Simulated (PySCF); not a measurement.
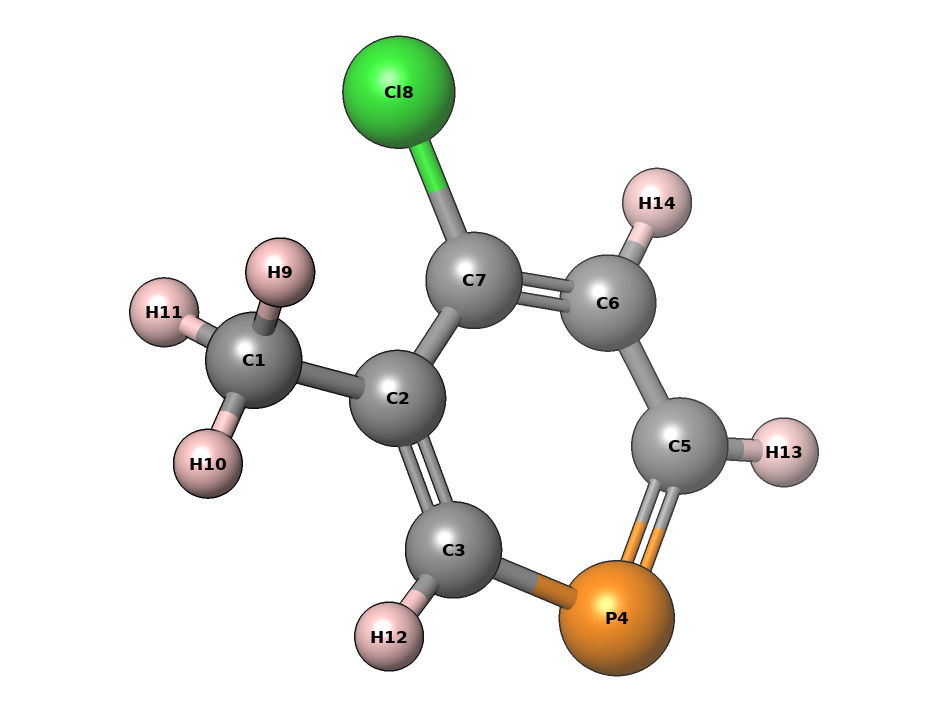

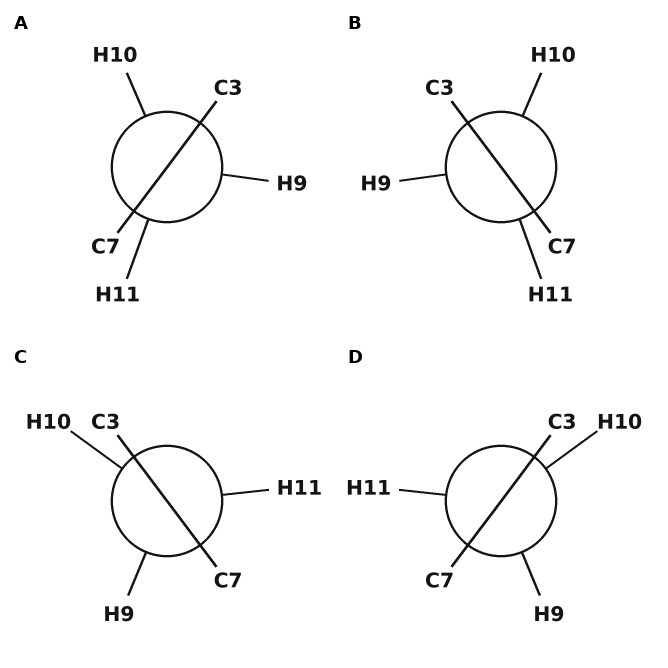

Distant atoms are faded towards the background colour. Bonds that would overlap in a projection are set slightly apart. Computed geometry: GFN2-xTB optimisation. No frequency run is at hand to confirm it as a minimum.

Q: Which Newman projection shows the view along C2–C1, with C2 in front?

A: D. The torsion angle C3–C2–C1–H9 is 121°, anticlinal.
